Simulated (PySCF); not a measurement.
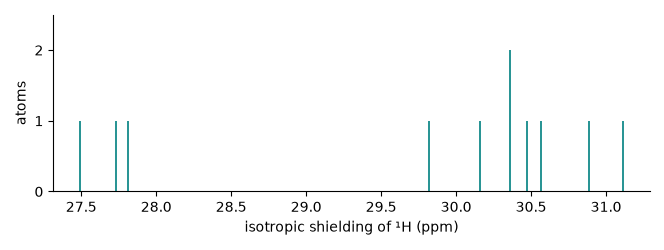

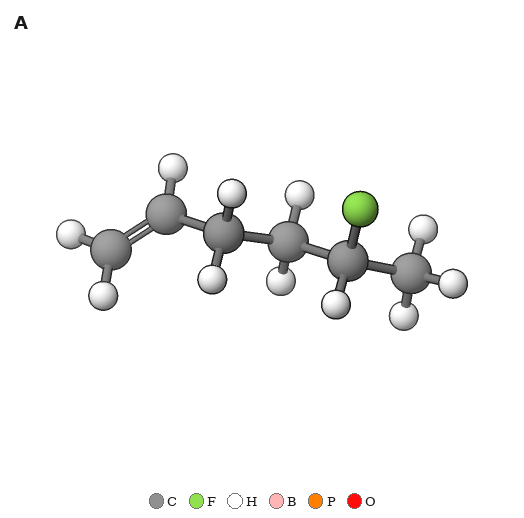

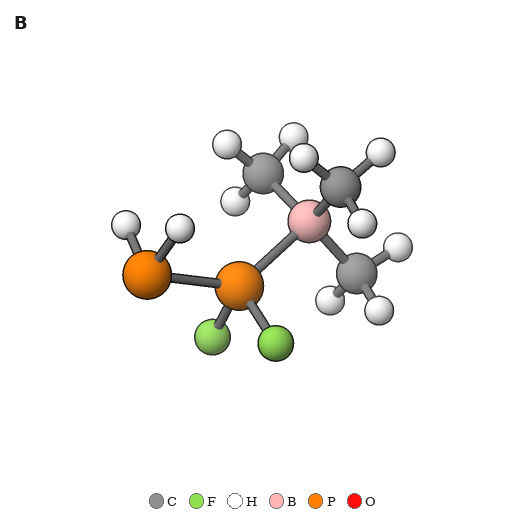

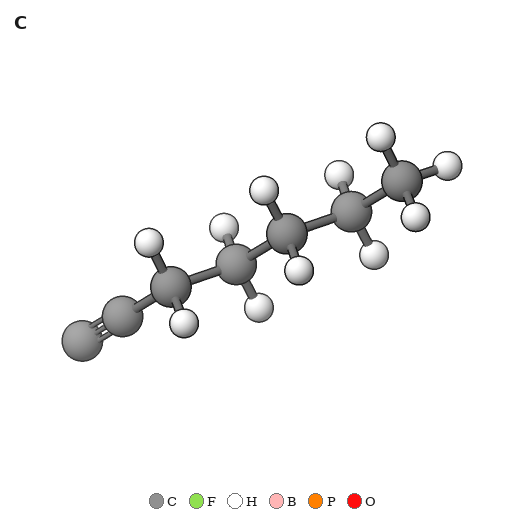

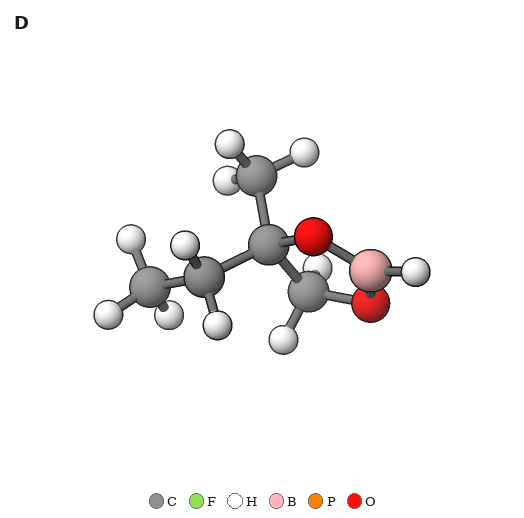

The sticks are computed shieldings of one of the molecules, for one fixed geometry (GFN2-xTB) without averaging over rotations. Low shielding means a high chemical shift. Method: GIAO PBE0/pcSseg-1 NMR shielding, non-relativistic, gas phase (PySCF 2.14.0).

> Which molecule gives this pattern?

D, `CC[C@]1(C)COBO1`. Its 11 H atoms give lines at 27.49, 27.73, 27.81, 29.82, 30.16, 30.36 (2 atoms), 30.48, 30.57, 30.88, 31.11 ppm.

The geometry is semi-empirical. Around B, P such bond lengths and angles can be off by a tenth of an ångström or more and by several degrees, and values that hang on the shape move with them.
